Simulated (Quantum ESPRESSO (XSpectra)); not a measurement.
The core hole at the S K edge of PtS2 (P-3m1)

```
PtS2
1.0
    3.54874     0.00000     0.00000
   -1.77437     3.07330     0.00000
    0.00000     0.00000     5.59707
Pt S
1 2
Direct
  0.00000   0.00000   0.00000
  0.66667   0.33333   0.77966
  0.33333   0.66667   0.22034
```

Geometry: Materials Project entry mp-762 (a computed structure). The cell is the entry's, not relaxed again.

Absorber: atom 2, S on Wyckoff site d (site symmetry 3m.), with 3 Pt at 2.39 Å.

Method: LDA, no, half or full core hole, dipole K-edge X-ray absorption, plane waves, Troullier-Martins potentials made with ld1.x and PseudoDojo potentials for the other elements (Perdew-Zunger form enforced), scalar-relativistic, no spin, constant broadening (Quantum ESPRESSO (XSpectra)).

Full-hole run: 24-atom cell (absorber images 7.1 Å apart), 67 Ry, k meshes 2×2×2 (SCF) and 3×3×3 (spectrum), Lorentzian half width 0.7 eV. The ground-state test found a gap, so occupations are fixed and the excited electron is left out (charged cell on a uniform background); energies count from the highest occupied level. Field directions run: x; z, weighted by the site's symmetry in the crystal. Intensities are scaled to a mean of 1 over 0–35 eV.

The half-hole run shares these settings; the run without a hole takes the primitive cell with a 7×7×4 mesh.

| core hole | mean 0–10 eV | mean 10–20 eV | mean 20–30 eV | highest value below 30 eV |
|---|---|---|---|---|
| none (primitive cell) | 1.16 | 1.05 | 0.84 | 2.7 |
| half | 1.15 | 1.02 | 0.86 | 2.5 |
| full | 1.11 | 1.00 | 0.88 | 2.3 |

From no hole to a full hole the mean over the first 10 eV goes from 1.16 through 1.15 to 1.11. The cell size was not varied. Each run counts from its own energy zero.

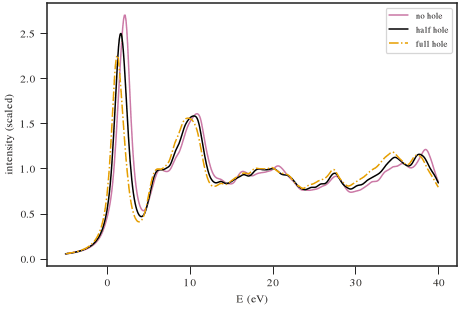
The three spectra
